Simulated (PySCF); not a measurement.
# C₂H₈FNSi₂: a tour of settings

Aim: see how C₂H₈FNSi₂ (`C=C[SiH2][Si@H](N)F`) answers to the choice of functional, basis, grid and SCF options, and what happens with inputs that are wrong on purpose.

Programs: PySCF 2.14.0, with density-fitted response routines of our own. Each step states its level of theory. These are calculated values for one molecule in the gas phase, unless marked as measured. Atoms count from 0, in the outputs and in this text.

### 1 The molecule as given

14 atoms, charge 0, multiplicity 1; geometry from: GFN2-xTB.

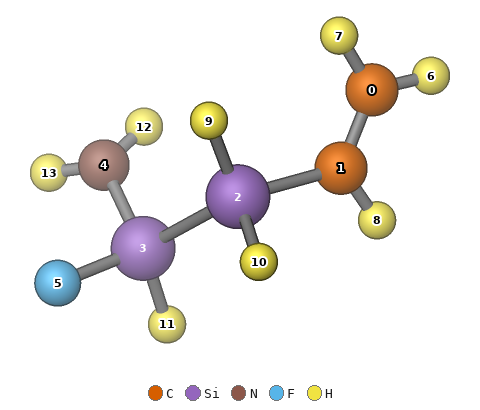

As it starts; carbon orange, silicon purple, nitrogen brown, fluorine blue, hydrogen yellow, atoms numbered.

### 2 NMR shieldings: PBE0/pcSseg-1

The job: settings as JSON, then the geometry in Å.

```
{"job": {"kind": "nmr", "xc": "PBE0", "basis": "pcSseg-1"}, "charge": 0, "multiplicity": 1}
C      2.187003     1.409699     0.279136
C      1.734253     0.240524    -0.144648
Si     0.514941    -0.850107     0.790611
Si    -1.450371    -0.961256    -0.399987
N     -2.310164     0.516638    -0.226273
F     -2.460226    -2.018952     0.290869
H      2.878304     2.015326    -0.288394
H      1.883821     1.817492     1.230063
H      2.078888    -0.119066    -1.108457
H      0.391127    -0.310785     2.152903
H      1.143004    -2.176905     0.916752
H     -1.413480    -1.491331    -1.769533
H     -1.879183     1.386921    -0.484358
H     -3.298595     0.541330    -0.420776
```

With the program's defaults for keys left out, this is: GIAO PBE0/pcSseg-1 NMR shielding, non-relativistic, gas phase.

Command:

```bash
> OMP_NUM_THREADS=1 python probes_run.py task.json out
```

One launch serves the whole session: the jobs run in the order shown.

Output:

```text
coarse grid: 12528 points
cycle   1  E = -813.9849541890  dE =  4.003e-01  |g| = 6.975e-01  |ddm| = 3.326e+00
cycle   2  E = -813.9005517323  dE =  8.440e-02  |g| = 1.003e+00  |ddm| = 1.413e+00
cycle   3  E = -814.0779340231  dE = -1.774e-01  |g| = 6.233e-02  |ddm| = 8.955e-01
cycle   4  E = -814.0784913946  dE = -5.574e-04  |g| = 3.204e-02  |ddm| = 7.156e-02
cycle   5  E = -814.0787053056  dE = -2.139e-04  |g| = 7.618e-03  |ddm| = 3.279e-02
cycle   6  E = -814.0787172529  dE = -1.195e-05  |g| = 3.035e-03  |ddm| = 8.333e-03
cycle   7  E = -814.0787195439  dE = -2.291e-06  |g| = 5.513e-04  |ddm| = 2.721e-03
final grid: 111840 points
cycle   8  E = -814.1155217524  dE = -1.899e-05  |g| = 7.384e-03  |ddm| = 1.624e-02
cycle   9  E = -814.1155129187  dE =  8.834e-06  |g| = 9.695e-03  |ddm| = 1.387e-02
cycle  10  E = -814.1155342096  dE = -2.129e-05  |g| = 7.439e-04  |ddm| = 8.159e-03
cycle  11  E = -814.1155343214  dE = -1.118e-07  |g| = 2.370e-04  |ddm| = 8.183e-04
cycle  12  E = -814.1155343338  dE = -1.241e-08  |g| = 6.963e-05  |ddm| = 2.173e-04
cycle  13  E = -814.1155343348  dE = -9.647e-10  |g| = 2.840e-05  |ddm| = 6.393e-05
converged SCF energy = -814.1155343348

GIAO shielding tensors (ppm)
atom      isotropic    diamagn.    paramagn.     s11        s22        s33       span
  0 C       42.131     253.629    -211.498    -84.371     50.354    160.411    244.782
  1 C       50.546     262.776    -212.230    -66.378     36.952    181.064    247.441
  2 Si     424.865     882.341    -457.476    385.029    422.741    466.825     81.795
  3 Si     341.360     876.618    -535.258    297.553    356.248    370.278     72.725
  4 N      244.573     318.467     -73.895    201.530    255.919    276.269     74.738
  5 F      371.863     466.082     -94.219    320.959    360.814    433.818    112.859
  6 H       25.321      29.120      -3.798     21.882     24.907     29.174      7.292
  7 H       25.428      31.914      -6.485     21.541     25.081     29.663      8.121
  8 H       25.466      32.228      -6.762     23.390     25.198     27.810      4.419
  9 H       27.568      30.750      -3.183     24.914     26.069     31.720      6.806
 10 H       27.437      29.445      -2.008     24.432     25.682     32.198      7.766
 11 H       25.740      29.083      -3.343     23.027     23.290     30.903      7.876
 12 H       31.491      33.513      -2.023     24.391     28.083     41.998     17.607
 13 H       30.816      28.800       2.016     23.659     26.762     42.028     18.370
```

Run time: 23 s. Hardware: 1 thread of Intel Xeon at 2.70GHz, shared host.

The references, computed at this level on geometries of the same kind, shield at (ppm): 1H TMS 31.72, 13C TMS 186.9, 29Si TMS 349.2, 19F CFCl3 170.9, 15N NH3 267.7. Their shielding less the atom's gives the shift. The references are single molecules in the gas phase, so shifts against H2O, NH3, PH3, H3PO4 or CFCl3 are not on the usual liquid scales and can be off by tens of ppm. Atoms listed in one row are averaged.

```
   atoms                               environment  σ (ppm)  δ (ppm)  δ scaled to CDCl3
      C0                      terminal =CH2 carbon     42.1    144.8              139.4
      C1                                 alkene CH     50.5    136.4              131.2
      H6        hydrogen on a terminal =CH2 carbon    25.32     6.40               6.14
      H7        hydrogen on a terminal =CH2 carbon    25.43     6.29               6.03
      H8                  hydrogen on an alkene CH    25.47     6.25               6.00
     H11  hydrogen on a silicon bonded to F, N, Si    25.74     5.98                  –
     H10     hydrogen on a silicon bonded to C, Si    27.44     4.28                  –
      H9     hydrogen on a silicon bonded to C, Si    27.57     4.15                  –
H12, H13       hydrogen on a nitrogen bonded to Si    31.15     0.56                  –
     Si3             silicon bonded to F, N, Si, H    341.4      7.8                  –
     Si2              silicon bonded to C, Si, 2 H    424.9    -75.7                  –
      N4                nitrogen bonded to Si, 2 H    244.6     23.2                  –
      F5                     fluorine bonded to Si    371.9   -200.9                  –
```

The scaled column applies a straight-line fit of computed shieldings to shifts measured in CDCl3, and one for carbons that bear F (root-mean-square error 0.16 ppm for H, 1.9 ppm for C).

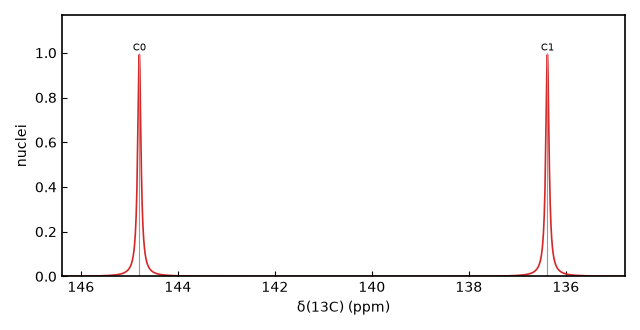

13C lines at the computed shifts, without couplings. Lines are broadened to a width of 0.08 ppm (Lorentzian).

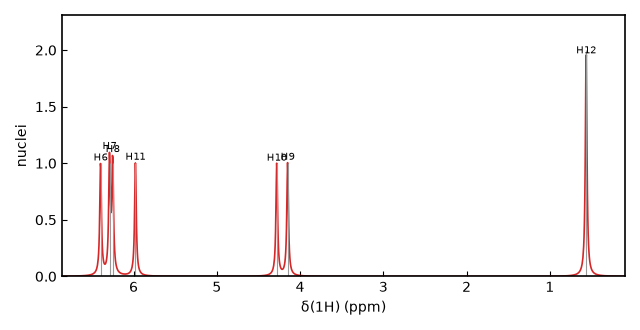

1H lines at the computed shifts, without couplings. Lines are broadened to a width of 0.02 ppm (Lorentzian).

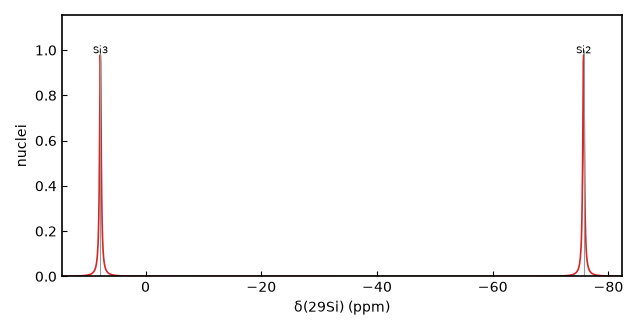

29Si lines at the computed shifts, without couplings. Lines are broadened to a width of 0.33 ppm (Lorentzian).

Charges from the same density, by scheme (e):

```
atoms  Mulliken    IAO  Hirshfeld  ESP fit
   C0     -0.15  -0.28      -0.09    -0.33
   C1     -0.49  -0.41      -0.14    -0.19
  Si2      0.29   0.42       0.24     0.15
  Si3      0.91   1.07       0.38     0.71
   N4     -0.63  -0.85      -0.32    -1.01
   F5     -0.43  -0.55      -0.22    -0.30
```

Mulliken charges:

C0 -0.15; C1 -0.49; Si2 0.29; Si3 0.91; N4 -0.63; F5 -0.43; H6 0.12; H7 0.12; H8 0.13; H9 -0.06; H10 -0.05; H11 -0.15; H12 0.20; H13 0.20

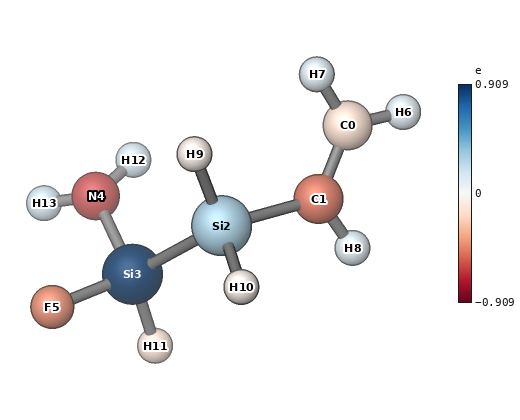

Mulliken charges, as colours on the atoms.

Mayer bond orders: C0–C1 1.99, C1–Si2 0.87, Si2–Si3 0.88, Si3–N4 1.03, Si3–F5 0.91.

### 3 TDDFT and polarisability: PBE0/def2-SVPD

The job, as its differences from that of step 2:

```diff
@@ -1,2 +1,2 @@
-{"job": {"kind": "nmr", "xc": "PBE0", "basis": "pcSseg-1"}, "charge": 0, "multiplicity": 1}
+{"job": {"kind": "uv", "xc": "PBE0", "basis": "def2-SVPD", "nstates": 6, "ntriplets": 2}, "charge": 0, "multiplicity": 1}
 C      2.187003     1.409699     0.279136
```

Level: TDDFT PBE0/def2-SVPD, vertical, gas phase, core orbitals frozen in the response.

Output:

```text
coarse grid: 12528 points
cycle   1  E = -813.6355826723  dE =  3.580e-01  |g| = 6.474e-01  |ddm| = 4.733e+00
cycle   2  E = -813.5461866440  dE =  8.940e-02  |g| = 9.564e-01  |ddm| = 1.778e+00
cycle   3  E = -813.7219388123  dE = -1.758e-01  |g| = 6.553e-02  |ddm| = 9.837e-01
cycle   4  E = -813.7225979339  dE = -6.591e-04  |g| = 3.306e-02  |ddm| = 1.104e-01
cycle   5  E = -813.7228479364  dE = -2.500e-04  |g| = 7.592e-03  |ddm| = 4.746e-02
cycle   6  E = -813.7228607442  dE = -1.281e-05  |g| = 2.902e-03  |ddm| = 1.180e-02
cycle   7  E = -813.7228629252  dE = -2.181e-06  |g| = 5.565e-04  |ddm| = 4.323e-03
final grid: 111840 points
cycle   8  E = -813.8209428150  dE = -1.551e-05  |g| = 7.012e-03  |ddm| = 6.100e-02
cycle   9  E = -813.8209330279  dE =  9.787e-06  |g| = 9.576e-03  |ddm| = 1.993e-02
cycle  10  E = -813.8209549360  dE = -2.191e-05  |g| = 6.933e-04  |ddm| = 1.112e-02
cycle  11  E = -813.8209550524  dE = -1.164e-07  |g| = 1.567e-04  |ddm| = 1.036e-03
cycle  12  E = -813.8209550577  dE = -5.266e-09  |g| = 6.401e-05  |ddm| = 2.838e-04
cycle  13  E = -813.8209550586  dE = -9.225e-10  |g| = 2.384e-05  |ddm| = 1.017e-04
converged SCF energy = -813.8209550586

Static polarisability (au): isotropic 87.171, principal 75.968 81.280 104.264

Singlet excitations
state   eV       nm        f      main configurations
  1   5.5071    225.1   0.02819   H->L 0.89
  2   6.0517    204.9   0.00258   H->L+2 0.69, H->L+1 0.25
  3   6.2544    198.2   0.04872   H->L+1 0.60, H->L+2 0.24
  4   6.3605    194.9   0.08319   H-1->L 0.63, H-1->L+1 0.19
  5   6.6778    185.7   0.00911   H-2->L 0.65, H-3->L 0.14
  6   6.9781    177.7   0.02877   H-1->L+2 0.68, H-1->L+1 0.19

Triplet excitations (Tamm-Dancoff, eV): 4.2183 5.0789
```

Run time: 31 s. Hardware: 1 thread of Intel Xeon at 2.70GHz, shared host; peak memory 0.81 GiB.

The orbitals next to the gap, with their largest atomic shares:

```
orbital     eV                        atoms
 HOMO−3  -9.34   Si2 23 %, C1 20 %, H9 15 %
 HOMO−2  -8.86   C1 24 %, Si2 19 %, C0 14 %
 HOMO−1  -8.14    C1 24 %, N4 24 %, C0 24 %
   HOMO  -7.41  N4 36 %, Si3 16 %, Si2 10 %
   LUMO  -0.81   C0 22 %, C1 21 %, Si2 17 %
 LUMO+1  -0.17  Si2 21 %, Si3 20 %, C0 14 %
 LUMO+2  -0.01  Si2 22 %, Si3 21 %, N4 10 %
```

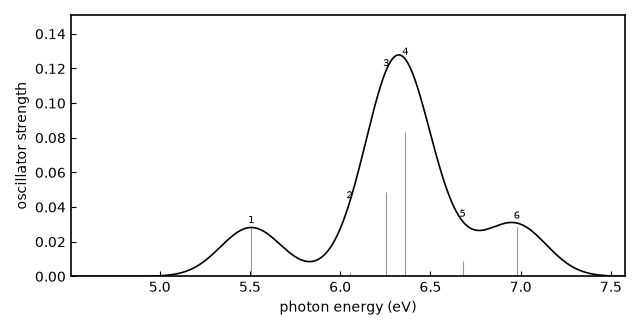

Absorption spectrum from the 6 singlet states computed; above the last one it falls off for lack of states. Lines are broadened to a width of 0.40 eV (Gaussian).

Ground-state properties from the same run:

```
           property  computed
  dipole moment (D)      2.77
polarisability (Å³)     12.92
 HOMO–LUMO gap (eV)      6.60
      −ε(HOMO) (eV)      7.41
```

### 4 J couplings: PBE0/MINI

The job, as its differences from that of step 3:

```diff
@@ -1,2 +1,2 @@
-{"job": {"kind": "uv", "xc": "PBE0", "basis": "def2-SVPD", "nstates": 6, "ntriplets": 2}, "charge": 0, "multiplicity": 1}
+{"job": {"kind": "j", "xc": "PBE0", "basis": "MINI", "scf": {"diis": false, "max_cycle": 71}}, "charge": 0, "multiplicity": 1}
 C      2.187003     1.409699     0.279136
```

Method: PBE0/MINI indirect spin-spin coupling, non-relativistic, gas phase.

Output:

```text
final grid: 111840 points
cycle   1  E = -809.0795014788  dE =  4.208e-01  |g| = 5.138e-01  |ddm| = 5.279e+00
cycle   2  E = -809.0647695709  dE =  1.473e-02  |g| = 5.968e-01  |ddm| = 2.395e+00
cycle   3  E = -809.0906913585  dE = -2.592e-02  |g| = 5.136e-01  |ddm| = 2.324e+00
cycle   4  E = -809.0497750372  dE =  4.092e-02  |g| = 6.466e-01  |ddm| = 2.360e+00
cycle   5  E = -809.0573723292  dE = -7.597e-03  |g| = 6.097e-01  |ddm| = 2.463e+00
cycle   6  E = -808.9190680826  dE =  1.383e-01  |g| = 9.239e-01  |ddm| = 2.835e+00
cycle   7  E = -808.9165500016  dE =  2.518e-03  |g| = 8.654e-01  |ddm| = 3.245e+00
cycle   8  E = -806.8025252800  dE =  2.114e+00  |g| = 2.084e+00  |ddm| = 4.817e+00
cycle   9  E = -790.6155942060  dE =  1.619e+01  |g| = 3.796e+00  |ddm| = 1.359e+01
cycle  10  E = -742.3590292480  dE =  4.826e+01  |g| = 2.831e+00  |ddm| = 2.961e+01
[... 51 cycles left out ...]
cycle  62  E = -741.7234956606  dE =  2.999e+01  |g| = 2.646e+00  |ddm| = 3.158e+01
cycle  63  E = -771.7120092816  dE = -2.999e+01  |g| = 1.403e+00  |ddm| = 3.158e+01
cycle  64  E = -741.7234956606  dE =  2.999e+01  |g| = 2.646e+00  |ddm| = 3.158e+01
cycle  65  E = -771.7120092816  dE = -2.999e+01  |g| = 1.403e+00  |ddm| = 3.158e+01
cycle  66  E = -741.7234956606  dE =  2.999e+01  |g| = 2.646e+00  |ddm| = 3.158e+01
cycle  67  E = -771.7120092816  dE = -2.999e+01  |g| = 1.403e+00  |ddm| = 3.158e+01
cycle  68  E = -741.7234956606  dE =  2.999e+01  |g| = 2.646e+00  |ddm| = 3.158e+01
cycle  69  E = -771.7120092816  dE = -2.999e+01  |g| = 1.403e+00  |ddm| = 3.158e+01
cycle  70  E = -741.7234956606  dE =  2.999e+01  |g| = 2.646e+00  |ddm| = 3.158e+01
cycle  71  E = -771.7120092816  dE = -2.999e+01  |g| = 1.403e+00  |ddm| = 3.158e+01
SCF not converged, last energy = -771.7120092816
```

Run time: 13 s. Hardware: 1 thread of Intel Xeon at 2.70GHz, shared host.

Diagnosis: The SCF swings between two densities 29.99 Eh apart: plain iteration without DIIS overshoots. The remedy is to turn DIIS on. Numbers printed on the way are no properties of the molecule.

### 5 NMR shieldings: HSE06/pcSseg-1

The job: settings as JSON, then the geometry in Å.

```
{"job": {"kind": "nmr", "xc": "HSE06", "basis": "pcSseg-1", "pop": false, "scf": {"max_cycle": 90}}, "charge": 0, "multiplicity": 1}
C      2.252613     1.451990     0.287510
C      1.786281     0.247740    -0.148987
Si     0.530389    -0.875610     0.814329
Si    -1.493882    -0.990094    -0.411987
N     -2.379469     0.532137    -0.233061
F     -2.534033    -2.079521     0.299595
H      2.964653     2.075786    -0.297046
H      1.940336     1.872017     1.266965
H      2.141255    -0.122638    -1.141711
H      0.402861    -0.320109     2.217490
H      1.177294    -2.242212     0.944255
H     -1.455884    -1.536071    -1.822619
H     -1.935558     1.428529    -0.498889
H     -3.397553     0.557570    -0.433399
```

Level: GIAO HSE06/pcSseg-1 NMR shielding, non-relativistic, gas phase.

Output:

```text
final grid: 111840 points
cycle   1  E = -814.0685079070  dE =  8.386e-02  |g| = 6.980e-01  |ddm| = 3.267e+00
cycle   2  E = -813.9308423855  dE =  1.377e-01  |g| = 1.132e+00  |ddm| = 1.540e+00
cycle   3  E = -814.1612794740  dE = -2.304e-01  |g| = 7.391e-02  |ddm| = 1.056e+00
cycle   4  E = -814.1620200455  dE = -7.406e-04  |g| = 4.131e-02  |ddm| = 9.166e-02
cycle   5  E = -814.1623875053  dE = -3.675e-04  |g| = 1.131e-02  |ddm| = 4.301e-02
cycle   6  E = -814.1624146273  dE = -2.712e-05  |g| = 5.117e-03  |ddm| = 1.230e-02
cycle   7  E = -814.1624217250  dE = -7.098e-06  |g| = 9.696e-04  |ddm| = 4.845e-03
cycle   8  E = -814.1624219438  dE = -2.188e-07  |g| = 3.312e-04  |ddm| = 1.104e-03
cycle   9  E = -814.1624219615  dE = -1.774e-08  |g| = 6.318e-05  |ddm| = 3.439e-04
cycle  10  E = -814.1624219625  dE = -9.766e-10  |g| = 1.163e-05  |ddm| = 8.419e-05
converged SCF energy = -814.1624219625

GIAO shielding tensors (ppm)
atom      isotropic    diamagn.    paramagn.     s11        s22        s33       span
  0 C       33.098     253.796    -220.697    -96.720     43.480    152.536    249.256
  1 C       39.581     262.131    -222.550    -79.440     28.761    169.422    248.862
  2 Si     411.459     881.099    -469.640    376.542    406.542    451.293     74.751
  3 Si     333.863     875.596    -541.733    292.068    349.807    359.713     67.645
  4 N      233.209     318.873     -85.664    190.449    246.014    263.165     72.717
  5 F      363.116     467.155    -104.039    307.845    362.010    419.493    111.648
  6 H       24.538      28.008      -3.469     21.143     24.179     28.293      7.150
  7 H       24.685      30.952      -6.267     20.830     24.382     28.844      8.014
  8 H       24.687      31.136      -6.449     22.635     24.423     27.002      4.367
  9 H       26.743      29.877      -3.133     24.223     25.341     30.666      6.443
 10 H       26.656      28.491      -1.835     23.788     24.999     31.181      7.392
 11 H       25.091      28.133      -3.042     22.481     22.735     30.056      7.576
 12 H       30.357      32.488      -2.131     23.580     27.310     40.181     16.600
 13 H       29.714      27.506       2.208     22.871     26.030     40.241     17.370
```

Wall time 35 s (1 thread of Intel Xeon at 2.70GHz, shared host); peak memory 0.99 GiB.

All coordinates were scaled by 1.03, so these values belong to a distorted geometry and are kept out of the summary. Its HOMO lies at -6.94 eV, against -7.36 eV in step 2 (PBE0/pcSseg-1), a different level, so the two don't compare directly.

### 6 Nuclear shieldings: PBE0/6-31++G**

The job: settings as JSON, then the geometry in Å.

```
{"job": {"kind": "nmr", "xc": "PBE0", "basis": "6-31++G**", "pop": true, "scf": {"aux": "def2-qzvpp-jkfit", "guess": "vsap"}}, "charge": 0, "multiplicity": 1}
C      2.187003     1.409699     0.279136
C      1.734253     0.240524    -0.144648
Si     0.514941    -0.850107     0.790611
Si    -1.450371    -0.961256    -0.399987
N     -2.310164     0.516638    -0.226273
F     -2.460226    -2.018952     0.290869
H      2.878304     2.015326    -0.288394
H      1.883821     1.817492     1.230063
H      2.078888    -0.119066    -1.108457
H      0.391127    -0.310785     2.152903
H      1.143004    -2.176905     0.916752
H     -1.413480    -1.491331    -1.769533
H     -1.879183     1.386921    -0.484358
H     -3.298595     0.541330    -0.420776
```

Level: GIAO PBE0/6-31++G** NMR shielding, non-relativistic, gas phase.

Output:

```text
final grid: 111840 points
cycle   1  E = -811.1804635577  dE =  1.945e+00  |g| = 2.834e+00  |ddm| = 1.753e+02
cycle   2  E = -806.2924894445  dE =  4.888e+00  |g| = 4.755e+00  |ddm| = 1.750e+02
cycle   3  E = -813.8861151530  dE = -7.594e+00  |g| = 9.454e-01  |ddm| = 7.070e+00
cycle   4  E = -814.0770681374  dE = -1.910e-01  |g| = 4.860e-01  |ddm| = 2.664e+00
cycle   5  E = -814.1354852801  dE = -5.842e-02  |g| = 1.752e-01  |ddm| = 1.175e+00
cycle   6  E = -814.1418045836  dE = -6.319e-03  |g| = 9.144e-02  |ddm| = 4.413e-01
cycle   7  E = -814.1436669113  dE = -1.862e-03  |g| = 2.458e-02  |ddm| = 2.325e-01
cycle   8  E = -814.1438087746  dE = -1.419e-04  |g| = 1.000e-02  |ddm| = 5.770e-02
cycle   9  E = -814.1438324783  dE = -2.370e-05  |g| = 2.365e-03  |ddm| = 1.735e-02
cycle  10  E = -814.1438337627  dE = -1.284e-06  |g| = 5.814e-04  |ddm| = 5.614e-03
cycle  11  E = -814.1438338494  dE = -8.672e-08  |g| = 1.195e-04  |ddm| = 1.602e-03
cycle  12  E = -814.1438338537  dE = -4.298e-09  |g| = 2.508e-05  |ddm| = 4.271e-04
cycle  13  E = -814.1438338539  dE = -2.315e-10  |g| = 4.502e-06  |ddm| = 9.722e-05
converged SCF energy = -814.1438338539

GIAO shielding tensors (ppm)
atom      isotropic    diamagn.    paramagn.     s11        s22        s33       span
  0 C       65.921     255.856    -189.934    -46.957     71.490    173.232    220.189
  1 C       72.468     272.150    -199.682    -31.455     58.427    190.431    221.886
  2 Si     463.037     876.637    -413.600    416.898    471.983    500.231     83.333
  3 Si     388.937     873.250    -484.314    346.963    401.314    418.534     71.571
  4 N      252.945     332.585     -79.640    215.566    264.791    278.479     62.913
  5 F      374.455     459.807     -85.352    327.955    366.423    428.986    101.031
  6 H       25.327      28.670      -3.343     21.868     24.933     29.181      7.313
  7 H       25.472      32.263      -6.791     21.666     25.001     29.750      8.084
  8 H       25.351      33.265      -7.914     23.402     25.082     27.569      4.167
  9 H       27.663      29.978      -2.315     25.097     26.143     31.749      6.651
 10 H       27.480      28.055      -0.574     24.560     25.659     32.222      7.661
 11 H       25.682      29.039      -3.357     23.015     23.247     30.783      7.768
 12 H       31.494      35.957      -4.463     24.708     27.798     41.977     17.269
 13 H       30.895      30.249       0.647     24.082     26.714     41.889     17.807
```

It took 30 s on 1 thread of Intel Xeon at 2.70GHz, shared host.

Key values: δ C0 132.5, C1 126.0, Si3 18.9, Si2 -55.2, H6 6.52, H8 6.50 ppm.

### 7 Comparing the runs: NMR shifts

Shifts (ppm) of some atoms, chosen among heavy atoms and hydrogens apart, with basis size and wall time:

```
           run     C0     C1    H8   H11   Si3    Si2      F5  functions  time
 PBE0/pcSseg-1  144.8  136.4  6.25  5.98   7.8  -75.7  -200.9        156  23 s
PBE0/6-31++G**  132.5  126.0  6.50  6.17  18.9  -55.2  -183.4        164  30 s
```

### 8 What came out

```
                                                              quantity                                            value
                                13C shifts against TMS (PBE0/pcSseg-1)                                 144.8, 136.4 ppm
1H shifts against TMS (PBE0/pcSseg-1, means over atoms taken as alike)     6.40, 6.29, 6.25, 5.98, 4.28, 4.15, 0.56 ppm
                               29Si shifts against TMS (PBE0/pcSseg-1)                                   7.8, -75.7 ppm
                                15N shifts against NH3 (PBE0/pcSseg-1)                                         23.2 ppm
                              19F shifts against CFCl3 (PBE0/pcSseg-1)                                       -200.9 ppm
                                       lowest singlet (PBE0/def2-SVPD)                      5.51 eV (225 nm), f = 0.028
                              brightest single state of those computed                      state 4, 6.36 eV, f = 0.083
                                                        lowest triplet                                          4.22 eV
                                             range of the shift of Si2                               -75.7 to -55.2 ppm
                                         property runs in this session  5, of which 1 failed and 1 gave unsound results
```

What this shows: Single values in the summary come from the first run of each kind that ended normally (PBE0/pcSseg-1; PBE0/def2-SVPD), which need not be the best level. The most deshielded carbon is C0 (terminal =CH2 carbon), at 144.8 ppm: an sp2 carbon of a C=C bond. The lowest singlet, at 5.51 eV, is HOMO→LUMO 0.89 and is weak; of the 6 states computed, the strongest absorption comes from state 4 at 6.36 eV. The lowest triplet lies 1.29 eV below the lowest singlet (triplets in Tamm-Dancoff, singlets in full TDDFT). Across the 2 runs the shift of Si2 moves most, between -75.7 (PBE0/pcSseg-1) and -55.2 ppm (PBE0/6-31++G**).
